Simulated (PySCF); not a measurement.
C₃H₆N₂, SMILES `NCC1C=N1`.

Method: ωB97X/def2-SVP; geometry: GFN2-xTB; program: PySCF. No frequency check shows the geometry to be a minimum. Without diffuse functions Rydberg states are missing, so the states' numbers hold for this basis only.

Input

```python
import numpy as np
from pyscf import gto, scf, dft, tdscf
from pyscf.scf import atom_ks, atom_hf
from scipy.linalg import block_diag

def solve(mol, dm0=None, hcore=None):
    mf = (dft.UKS if mol.spin else dft.RKS)(mol, xc='wb97x')
    mf.grids.level = 3
    mf = mf.density_fit(auxbasis='def2-universal-jkfit')
    mf.conv_tol, mf.max_cycle = 1e-8, 80
    if hcore is not None:
        mf.get_hcore = lambda *args: hcore
    mf.kernel(dm0)
    if not mf.converged:
        mf = mf.newton().run(mf.mo_coeff, mf.mo_occ, max_cycle=30)
    assert mf.converged, 'SCF not converged'
    return mf

mol = gto.M(atom='''
N      1.96194    -0.31529     0.08276
C      0.85714     0.61863     0.21204
C     -0.41123     0.18317    -0.50073
C     -1.72168     0.29799     0.11158
N     -1.27251    -0.86959     0.14661
H      2.18530    -0.45762    -0.89731
H      1.69062    -1.21551     0.46601
H      0.65199     0.74215     1.27956
H      1.18401     1.58287    -0.19128
H     -0.34018     0.12868    -1.58432
H     -2.54309     0.91481     0.38444
''', basis='def2-svp', charge=0, spin=0, verbose=4)
mf = solve(mol)
td = mf.TDA()
td.nstates, td.singlet, td.conv_tol = 5, True, 1e-5
td.kernel()
td.analyze()
x, y = np.array([p[0] for p in td.xy]), np.array([p[1] + 0 * p[0] for p in td.xy])
f, mu = td.oscillator_strength(), td.transition_dipole()
nto = [td.get_nto(state=i + 1, verbose=4) for i in range(len(td.e))]
# spherically averaged free atoms, for the promolecule
atm = atom_ks.get_atm_nrks(mol, xc='wb97x')
pro = block_diag(*[(atm[a[0]][2] * atm[a[0]][3]) @ atm[a[0]][2].T for a in mol._atom])
np.savez('result.npz', e=td.e, f=f, ok=td.converged, w=[n[0] for n in nto], nto=[n[1] for n in nto], x=x, y=y, c=mf.mo_coeff, occ=mf.mo_occ, eps=mf.mo_energy, pro=pro, mu=mu)
```

Command:

```sh
OMP_NUM_THREADS=1 python input.py
```

The run took 3.6 min on 1 thread of Arm Neoverse V1, on a shared host, peak memory 0.57 GiB.

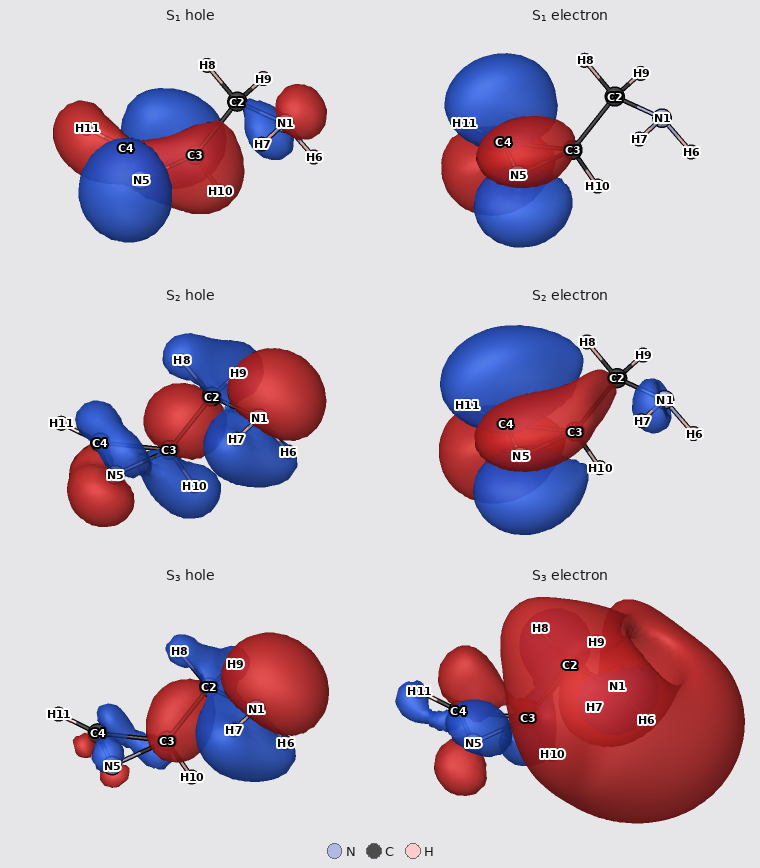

Leading natural transition orbitals (TDA singlet states).

Question: Describe these excited states.

Answer: By state:
- S₁: 5.12 eV (242 nm), f = 0.000 (very weak); the leading pair carries 100 %; hole on N5 (38 %), C3 (28 %) and C4 (19 %), electron on C4 (44 %), N5 (40 %) and H11 (7 %); their centroids lie 0.6 Å apart.
- S₂: 6.59 eV (188 nm), f = 0.013, charge transfer; the leading pair carries 98 %; hole on N1 (41 %), C3 (15 %) and C2 (14 %), electron on C4 (40 %), N5 (36 %) and C3 (7 %); their centroids lie 2.2 Å apart.
- S₃: 7.48 eV (166 nm), f = 0.014; the leading pair carries 98 %; hole on N1 (66 %), C2 (8 %) and C3 (7 %), electron on H6 (30 %), N1 (19 %) and H7 (18 %); their centroids lie 0.7 Å apart.
